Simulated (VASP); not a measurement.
Band structure of C (space group C2/m). All values below come from LDA (Ceperley-Alder, Perdew-Zunger), VASP's LDA PAW potentials (set 64) (plane waves; VASP 6.6.1).

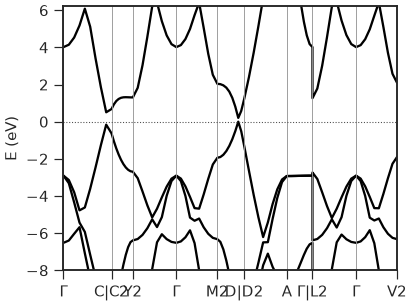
Figure. Bands along high-symmetry lines, zero at the valence-band maximum or, without a gap, the Fermi level

### Question
Read the plot: is there a gap, and where are the band edges?

### Answer
The gap is direct, 0.20 eV, from the valence maximum at M2-D at 0.78 to the conduction minimum at M2-D at 0.78. (Edges off the drawn lines would not show.)

The structure comes from a computed database's C entry (C2/m); how it stands against other phases isn't given here. It was relaxed first, which changed the volume by -6 %.
